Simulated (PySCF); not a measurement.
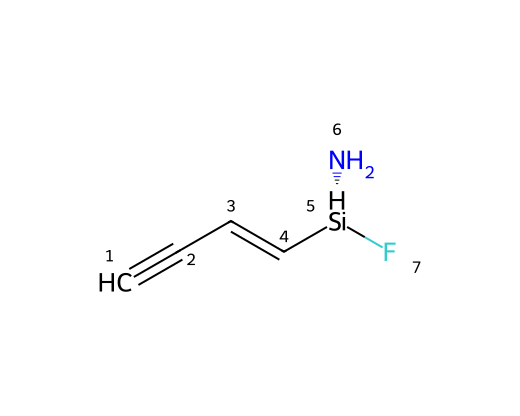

Skeletal drawing with numbered atoms; wedges and dashes mark any stereocentres. The configuration is that of a computed structure (GFN2-xTB).

**Give the R/S and E/Z labels.**

Si5: R; C3=C4: E.

**Give a SMILES with the stereochemistry.**

C#C/C=C/[Si@H](N)F
